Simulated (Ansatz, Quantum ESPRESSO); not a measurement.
# From contact to tunnelling: vacuum gaps between two Ir(100) faces, part 2 of 5

Wanted: T at the Fermi level along a series, and its decay constant, for vacuum gaps between two Ir(100) faces.

Quantum ESPRESSO 7.5; plane-wave DFT, LDA, GBRV ultrasoft pseudopotentials; cross-check by Ansatz 0.2.0 with PAW datasets.

So far. Step 2 (Self-consistent run, 4 Å): The run needed 13 iterations to bring the estimated error under 1e-07 Ry; the largest force on any atom, held or free, is 1.36 eV/Å.

### Step 3. The open system, 4 Å

Level of this step: transmission by pwcond, lead and junction from one cell; plane-wave DFT, LDA, GBRV ultrasoft pseudopotentials (Quantum ESPRESSO).

prefixt takes both regions from one run: the lead from 0 to bdl, the scattering region from bdl to bds (units of alat). ikind = 1 puts the same lead on both sides. The program's T_tot counts both spins in a run without spin; the tables below give T per spin.

j0.cond.in

```
&inputcond
  outdir = './out'
  prefixt = 'j0.scf'
  tran_file = 'j0.cond.dat'
  bdl = 2.8284271247
  bds = 12.0683211621
  ikind = 1
  ewind = 4.0
  epsproj = 1e-05
  nz1 = 7
  energy0 = 0.4
  denergy = -0.4
/
15
  0.00000000 0.00000000 0.01562500
  0.00000000 0.12500000 0.06250000
  0.00000000 0.25000000 0.06250000
  0.00000000 0.37500000 0.06250000
  0.00000000 0.50000000 0.03125000
  0.12500000 0.12500000 0.06250000
  0.12500000 0.25000000 0.12500000
  0.12500000 0.37500000 0.12500000
  0.12500000 0.50000000 0.06250000
  0.25000000 0.25000000 0.06250000
  0.25000000 0.37500000 0.12500000
  0.25000000 0.50000000 0.06250000
  0.37500000 0.37500000 0.06250000
  0.37500000 0.50000000 0.06250000
  0.50000000 0.50000000 0.01562500
3
```

Launch:

```bash
OMP_NUM_THREADS=1 mpirun -n 4 pwcond.x -in j0.cond.in > j0.cond.out
```

Log:

```text
[banner, memory and clock lines left out]
Program PWCOND v.7.5 starts

          URL

     ./out/j0.scf.save/

     IMPORTANT: XC functional enforced from input :
     Exchange-correlation= PZ
                           (   1   1   0   0   0   0   0)
     Any further DFT definition will be discarded
     Please, verify this is what you really want

     negative rho (up, down):  4.882E+00 0.000E+00
     Reading collected, re-writing distributed wavefunctions

===== INPUT FILE containing all the regions =====

     GEOMETRY:

     lattice parameter (alat)  =       5.1712  a.u.
     the volume                =    1668.9040 (a.u.)^3
     the cross section         =      26.7417 (a.u.)^2
     l of the unit cell        =      12.0683 (alat)
     number of atoms/cell      =           16
     number of atomic types    =            1

     crystal axes: (cart. coord. in units of alat)
               a(1) = (  1.0000  0.0000  0.0000 )
               a(2) = (  0.0000  1.0000  0.0000 )
               a(3) = (  0.0000  0.0000 12.0683 )

   Cartesian axes

     site n.     atom                  positions (alat units)
          1        Ir     tau(  1)=(  0.0000  0.0000 12.0683  )
          2        Ir     tau(  2)=(  0.5000  0.5000  0.7071  )
          3        Ir     tau(  3)=(  0.0000  0.0000  1.4142  )
          4        Ir     tau(  4)=(  0.5000  0.5000  2.1213  )
          5        Ir     tau(  5)=(  0.0000  0.0000  2.8284  )
          6        Ir     tau(  6)=(  0.5000  0.5000  3.5355  )
          7        Ir     tau(  7)=(  0.0000  0.0000  4.2426  )
          8        Ir     tau(  8)=(  0.5000  0.5000  4.9497  )
          9        Ir     tau(  9)=(  0.0000  0.0000  6.4115  )
         10        Ir     tau( 10)=(  0.5000  0.5000  7.1186  )
         11        Ir     tau( 11)=(  0.0000  0.0000  7.8257  )
         12        Ir     tau( 12)=(  0.5000  0.5000  8.5328  )
         13        Ir     tau( 13)=(  0.0000  0.0000  9.2399  )
         14        Ir     tau( 14)=(  0.5000  0.5000  9.9470  )
         15        Ir     tau( 15)=(  0.0000  0.0000 10.6541  )
         16        Ir     tau( 16)=(  0.5000  0.5000 11.3612  )

     nr1s                      =           24
     nr2s                      =           24
     nr3s                      =          256
     nr1sx                     =           24
     nr2sx                     =           24
     nr3sx                     =          256
     nr1                       =           24
     nr2                       =           24
     nr3                       =          288
     nr1x                      =           24
     nr2x                      =           24
     nr3x                      =          288

 _______________________________
  Radii of nonlocal spheres:

     type       ibeta     ang. mom.          radius (alat units)
       Ir         1         0                    0.4948
       Ir         2         0                    0.4948
       Ir         3         1                    0.4948
       Ir         4         1                    0.4948
       Ir         5         1                    0.4948
       Ir         6         2                    0.4948
       Ir         7         2                    0.4948
----- General information -----

--- T calc. with identical leads (ikind=1) ---

     nrx                       =           24
     nry                       =           24
     nz1                       =            7

     energy0               =         4.0E-01
     denergy               =        -4.0E-01
     nenergy               =          3
     ecut2d                =         4.0E+01
     ewind                 =         4.0E+00
     epsproj               =         1.0E-05

     number of k_|| points=   15
                       cryst. coord.
        k(    1) = (   0.0000000   0.0000000), wk =   0.0156250
        k(    2) = (   0.0000000   0.1250000), wk =   0.0625000
        k(    3) = (   0.0000000   0.2500000), wk =   0.0625000
        k(    4) = (   0.0000000   0.3750000), wk =   0.0625000
        k(    5) = (   0.0000000   0.5000000), wk =   0.0312500
        k(    6) = (   0.1250000   0.1250000), wk =   0.0625000
        k(    7) = (   0.1250000   0.2500000), wk =   0.1250000
        k(    8) = (   0.1250000   0.3750000), wk =   0.1250000
        k(    9) = (   0.1250000   0.5000000), wk =   0.0625000
        k(   10) = (   0.2500000   0.2500000), wk =   0.0625000
        k(   11) = (   0.2500000   0.3750000), wk =   0.1250000
        k(   12) = (   0.2500000   0.5000000), wk =   0.0625000
        k(   13) = (   0.3750000   0.3750000), wk =   0.0625000
        k(   14) = (   0.3750000   0.5000000), wk =   0.0625000
        k(   15) = (   0.5000000   0.5000000), wk =   0.0156250
----- Information about left/right lead -----

     nocros                   =           21
     noins                    =           63
     norb                     =          105
     norbf                    =          273
     nrz                      =           60

      iorb      type   ibeta   ang. mom.   m       position (alat)
        1        1       1        0        1   taunew(   1)=(  0.0000  0.0000  0.0000)
        2        1       2        0        1   taunew(   2)=(  0.0000  0.0000  0.0000)
        3        1       3        1        1   taunew(   3)=(  0.0000  0.0000  0.0000)
        4        1       3        1        2   taunew(   4)=(  0.0000  0.0000  0.0000)
        5        1       3        1        3   taunew(   5)=(  0.0000  0.0000  0.0000)
        6        1       4        1        1   taunew(   6)=(  0.0000  0.0000  0.0000)
        7        1       4        1        2   taunew(   7)=(  0.0000  0.0000  0.0000)
        8        1       4        1        3   taunew(   8)=(  0.0000  0.0000  0.0000)
        9        1       5        1        1   taunew(   9)=(  0.0000  0.0000  0.0000)
       10        1       5        1        2   taunew(  10)=(  0.0000  0.0000  0.0000)
       11        1       5        1        3   taunew(  11)=(  0.0000  0.0000  0.0000)
       12        1       6        2        1   taunew(  12)=(  0.0000  0.0000  0.0000)
       13        1       6        2        2   taunew(  13)=(  0.0000  0.0000  0.0000)
       14        1       6        2        3   taunew(  14)=(  0.0000  0.0000  0.0000)
       15        1       6        2        4   taunew(  15)=(  0.0000  0.0000  0.0000)
       16        1       6        2        5   taunew(  16)=(  0.0000  0.0000  0.0000)
       17        1       7        2        1   taunew(  17)=(  0.0000  0.0000  0.0000)
       18        1       7        2        2   taunew(  18)=(  0.0000  0.0000  0.0000)
       19        1       7        2        3   taunew(  19)=(  0.0000  0.0000  0.0000)
[...]
4 -->     4     0.00207     0.00081
   Total T_j, R_j =    0.00207  0.99793

E-Ef(ev), T(x2 spins) =    0.4000000   1.9130334
---  E-Ef =    0.0000000  k =    0.0000000   0.0000000
---  ie =          2  ik =          1
 Nchannels of the left tip =            4
 Right moving states:
   k1(2pi/a)   k2(2pi/a)   E-Ef (eV)
   0.1203569  -0.0000008   0.0000000
  -0.3692637   0.0000017   0.0000000
   0.4489792   0.0000002   0.0000000
   0.4489792   0.0000002   0.0000000
 Left moving states:
   k1(2pi/a)   k2(2pi/a)   E-Ef (eV)
  -0.1203569  -0.0000008   0.0000000
   0.3692641   0.0000017   0.0000000
  -0.4489791   0.0000002   0.0000000
  -0.4489791   0.0000002   0.0000000

 to transmit
 Band j to band i transmissions and reflections:
    j         i     |T_ij|^2    |R_ij|^2

    1 -->     1     0.00000     1.00000
    1 -->     2     0.00000     0.00000
    1 -->     3     0.00000     0.00000
    1 -->     4     0.00000     0.00000
   Total T_j, R_j =    0.00000  1.00000

    2 -->     1     0.00000     0.00000
    2 -->     2     0.87561     0.12439
    2 -->     3     0.00000     0.00000
    2 -->     4     0.00000     0.00000
   Total T_j, R_j =    0.87561  0.12439

    3 -->     1     0.00000     0.00000
    3 -->     2     0.00000     0.00000
    3 -->     3     0.00144     0.00103
    3 -->     4     0.00000     0.99753
   Total T_j, R_j =    0.00144  0.99856

    4 -->     1     0.00000     0.00000
    4 -->     2     0.00000     0.00000
    4 -->     3     0.00000     0.99753
    4 -->     4     0.00144     0.00103
   Total T_j, R_j =    0.00144  0.99856

E-Ef(ev), T(x2 spins) =    0.0000000   1.7569965
---  E-Ef =   -0.4000000  k =    0.0000000   0.0000000
---  ie =          3  ik =          1
 Nchannels of the left tip =            4
 Right moving states:
   k1(2pi/a)   k2(2pi/a)   E-Ef (eV)
  -0.1399345  -0.0000008  -0.4000000
   0.3522219   0.0000003  -0.4000000
   0.3522219   0.0000003  -0.4000000
  -0.4232215   0.0000018  -0.4000000
 Left moving states:
   k1(2pi/a)   k2(2pi/a)   E-Ef (eV)
   0.1399345  -0.0000008  -0.4000000
  -0.3522218   0.0000003  -0.4000000
  -0.3522218   0.0000003  -0.4000000
   0.4232219   0.0000018  -0.4000000

 to transmit
 Band j to band i transmissions and reflections:
    j         i     |T_ij|^2    |R_ij|^2

    1 -->     1     0.00000     1.00000
    1 -->     2     0.00000     0.00000
    1 -->     3     0.00000     0.00000
    1 -->     4     0.00000     0.00000
   Total T_j, R_j =    0.00000  1.00000

    2 -->     1     0.00000     0.00000
    2 -->     2     0.00092     0.00063
    2 -->     3     0.00000     0.99844
    2 -->     4     0.00000     0.00000
   Total T_j, R_j =    0.00092  0.99908

    3 -->     1     0.00000     0.00000
    3 -->     2     0.00000     0.99844
    3 -->     3     0.00092     0.00063
    3 -->     4     0.00000     0.00000
   Total T_j, R_j =    0.00092  0.99908

    4 -->     1     0.00000     0.00000
    4 -->     2     0.00000     0.00000
    4 -->     3     0.00000     0.00000
    4 -->     4     0.80566     0.19434
   Total T_j, R_j =    0.80566  0.19434

E-Ef(ev), T(x2 spins) =   -0.4000000   1.6150095
 ngper, shell number =           87          43
 ngper, n2d =           87          68
[... further energies and points left out ...]
---  E-Ef =    0.4000000  k =    0.5000000   0.5000000
---  ie =          1  ik =         15
 Nchannels of the left tip =            4
 Right moving states:
   k1(2pi/a)   k2(2pi/a)   E-Ef (eV)
  -0.1616103   0.0000004   0.4000000
  -0.1616103   0.0000004   0.4000000
  -0.3093872  -0.0000004   0.4000000
  -0.3097894   0.0000004   0.4000000
 Left moving states:
   k1(2pi/a)   k2(2pi/a)   E-Ef (eV)
   0.1616104   0.0000004   0.4000000
   0.1616104   0.0000004   0.4000000
   0.3093873  -0.0000004   0.4000000
   0.3097896   0.0000004   0.4000000

 to transmit
 Band j to band i transmissions and reflections:
    j         i     |T_ij|^2    |R_ij|^2

    1 -->     1     0.01240     0.66110
    1 -->     2     0.00000     0.32649
    1 -->     3     0.00000     0.00000
    1 -->     4     0.00000     0.00000
   Total T_j, R_j =    0.01240  0.98760

    2 -->     1     0.00000     0.32649
    2 -->     2     0.01240     0.66110
    2 -->     3     0.00000     0.00000
    2 -->     4     0.00000     0.00000
   Total T_j, R_j =    0.01240  0.98760

    3 -->     1     0.00000     0.00000
    3 -->     2     0.00000     0.00000
    3 -->     3     0.02103     0.97897
    3 -->     4     0.00000     0.00000
   Total T_j, R_j =    0.02103  0.97897

    4 -->     1     0.00000     0.00000
    4 -->     2     0.00000     0.00000
    4 -->     3     0.00000     0.00000
    4 -->     4     0.02061     0.97939
   Total T_j, R_j =    0.02061  0.97939

E-Ef(ev), T(x2 spins) =    0.4000000   0.1328839
---  E-Ef =    0.0000000  k =    0.5000000   0.5000000
---  ie =          2  ik =         15
 Nchannels of the left tip =            4
 Right moving states:
   k1(2pi/a)   k2(2pi/a)   E-Ef (eV)
  -0.2176735   0.0000004   0.0000000
  -0.2176735   0.0000004   0.0000000
  -0.4305390  -0.0000003   0.0000000
  -0.4308870   0.0000005   0.0000000
 Left moving states:
   k1(2pi/a)   k2(2pi/a)   E-Ef (eV)
   0.2176736   0.0000004   0.0000000
   0.2176736   0.0000004   0.0000000
   0.4305392  -0.0000003   0.0000000
   0.4308871   0.0000005   0.0000000

 to transmit
 Band j to band i transmissions and reflections:
    j         i     |T_ij|^2    |R_ij|^2

    1 -->     1     0.01109     0.60415
    1 -->     2     0.00000     0.38476
    1 -->     3     0.00000     0.00000
    1 -->     4     0.00000     0.00000
   Total T_j, R_j =    0.01109  0.98891

    2 -->     1     0.00000     0.38476
    2 -->     2     0.01109     0.60415
    2 -->     3     0.00000     0.00000
    2 -->     4     0.00000     0.00000
   Total T_j, R_j =    0.01109  0.98891

    3 -->     1     0.00000     0.00000
    3 -->     2     0.00000     0.00000
    3 -->     3     0.01611     0.98389
    3 -->     4     0.00000     0.00000
   Total T_j, R_j =    0.01611  0.98389

    4 -->     1     0.00000     0.00000
    4 -->     2     0.00000     0.00000
    4 -->     3     0.00000     0.00000
    4 -->     4     0.01644     0.98356
   Total T_j, R_j =    0.01644  0.98356

E-Ef(ev), T(x2 spins) =    0.0000000   0.1094473
---  E-Ef =   -0.4000000  k =    0.5000000   0.5000000
---  ie =          3  ik =         15
 Nchannels of the left tip =            4
 Right moving states:
   k1(2pi/a)   k2(2pi/a)   E-Ef (eV)
  -0.2745651   0.0000004  -0.4000000
  -0.2745651   0.0000004  -0.4000000
   0.4653074   0.0000005  -0.4000000
   0.4656879  -0.0000003  -0.4000000
 Left moving states:
   k1(2pi/a)   k2(2pi/a)   E-Ef (eV)
   0.2745652   0.0000004  -0.4000000
   0.2745652   0.0000004  -0.4000000
  -0.4653072   0.0000005  -0.4000000
  -0.4656877  -0.0000003  -0.4000000

 to transmit
 Band j to band i transmissions and reflections:
    j         i     |T_ij|^2    |R_ij|^2

    1 -->     1     0.00984     0.40864
    1 -->     2     0.00000     0.58152
    1 -->     3     0.00000     0.00000
    1 -->     4     0.00000     0.00000
   Total T_j, R_j =    0.00984  0.99016

    2 -->     1     0.00000     0.58152
    2 -->     2     0.00984     0.40864
    2 -->     3     0.00000     0.00000
    2 -->     4     0.00000     0.00000
   Total T_j, R_j =    0.00984  0.99016

    3 -->     1     0.00000     0.00000
    3 -->     2     0.00000     0.00000
    3 -->     3     0.01118     0.98882
    3 -->     4     0.00000     0.00000
   Total T_j, R_j =    0.01118  0.98882

    4 -->     1     0.00000     0.00000
    4 -->     2     0.00000     0.00000
    4 -->     3     0.00000     0.00000
    4 -->     4     0.01127     0.98873
   Total T_j, R_j =    0.01127  0.98873

E-Ef(ev), T(x2 spins) =   -0.4000000   0.0842591
   T_tot     0.40000      0.58047E+00
   T_tot     0.00000      0.70494E+00
   T_tot    -0.40000      0.10181E+01

Note: The following floating-point exceptions are signalling: IEEE_UNDERFLOW_FLAG
Note: The following floating-point exceptions are signalling: IEEE_UNDERFLOW_FLAG
Note: The following floating-point exceptions are signalling: IEEE_UNDERFLOW_FLAG
Note: The following floating-point exceptions are signalling: IEEE_UNDERFLOW_FLAG
```

Run time: 79 s. Hardware: 4 MPI ranks of Arm Neoverse V1, shared host; peak memory 0.26 GiB; 5.3 min of CPU time.

This step gave:

```
lead channels at the Fermi level, one spin : 2.188
transmission at the Fermi level, one spin  : 0.3525
conductance                                : 0.3525 G₀
```

Per spin; mean over the k mesh across the current. Table of open channels, zone mean by energy, zero at the Fermi level:

| energy (eV) | open channels, zone mean |
| --- | --- |
| -0.400 | 1.81 |
| 0.000 | 2.19 |
| 0.400 | 2 |

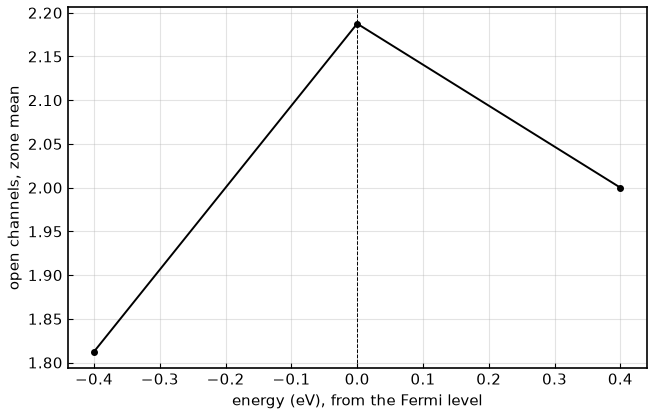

Open channels, zone mean against energy.

Per spin; mean over the k mesh across the current. Table of transmission, zone mean by energy, zero at the Fermi level:

| energy (eV) | transmission, zone mean |
| --- | --- |
| -0.400 | 0.509 |
| 0.000 | 0.352 |
| 0.400 | 0.290 |

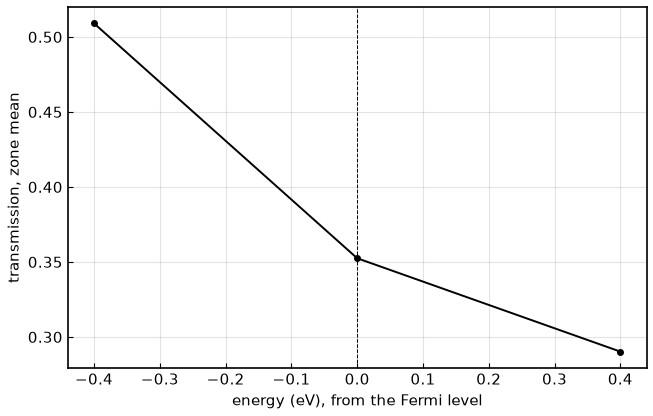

Transmission, zone mean against energy.

At 0.000 eV; k in fractions of b1, b2. Transmission by k point:

| k1 | k2 | weight | t | channels |
| --- | --- | --- | --- | --- |
| 0 | 0 | 0.01562 | 0.8785 | 4 |
| 0 | 0.125 | 0.0625 | 1 | 3 |
| 0 | 0.25 | 0.0625 | 0.6378 | 2 |
| 0 | 0.375 | 0.0625 | 8.59e-4 | 2 |
| 0 | 0.5 | 0.03125 | 4.83e-4 | 2 |
| 0.125 | 0.125 | 0.0625 | 0.02769 | 2 |
| 0.125 | 0.25 | 0.125 | 0.7079 | 2 |
| 0.125 | 0.375 | 0.125 | 0.2361 | 3 |
| 0.125 | 0.5 | 0.0625 | 0.3402 | 2 |
| 0.25 | 0.25 | 0.0625 | 0.793 | 2 |
| 0.25 | 0.375 | 0.125 | 0.1279 | 3 |
| 0.25 | 0.5 | 0.0625 | 0 | 0 |
| 0.375 | 0.375 | 0.0625 | 0.07533 | 1 |
| 0.375 | 0.5 | 0.0625 | 0.3872 | 2 |
| 0.5 | 0.5 | 0.01562 | 0.05472 | 4 |

The run is unpolarised; a magnetic state was not tried, may lie lower and would change T.

(Continued in part 3 of 5.)

[Logs are printed without paths, hosts, clocks, repeated set-up lines and the standing remarks that a program may print on its own settings, such as how far it seeks lower states.]

[Hosts, paths, dates, database ids (printed as entryN), source tags and the programs' standing remarks are cut or masked in the printed files.]

[Maps of the electrostatic potential energy from Ansatz leave out the sawtooth potential of an applied field or a dipole correction, so their vacuum need not be flat; planar profiles and work functions include it.]
